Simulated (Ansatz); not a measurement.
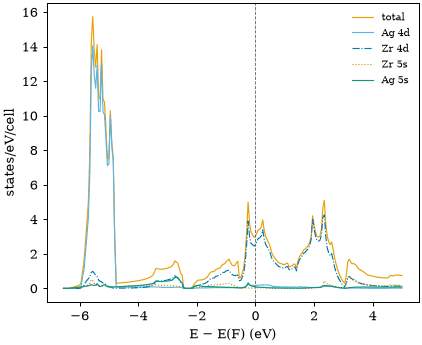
Figure: Total and projected density of states of ZrAg (rock salt, Fm-3m), PBE (plane waves, PAW; program Ansatz)

Problem. Which orbitals carry the states next to the Fermi level?

Solution. Within 0.5 eV of the Fermi level: Zr 4d 82 %, Ag 4d 6 %, outside the projected shells 7 %. Projections are on Löwdin-orthogonalised atomic valence shells; empty p or d shells of many metals are not among them.

Problem. Where is the tallest occupied peak in this window, and what makes it?

Solution. Near -5.5 eV, about 16 states/eV per cell; the largest projected share is Ag 4d.

The start of the workflow was typed in or built on a structure type; neither database checked (COD, Materials Project) lists it. COD files the formula under space group No. 129, so this cell is another polymorph or a model. Its standing as an ambient phase is unchecked. The cell was relaxed with PBE under the symmetry of its start; its stability against distortions is not shown here. The run is not spin-polarised. Its formation energy is positive at this level, so the cell may be metastable or incomplete. Spin–orbit coupling is left out wherever it is not named.

Potentials: the earlier of the program's two PAW sets.
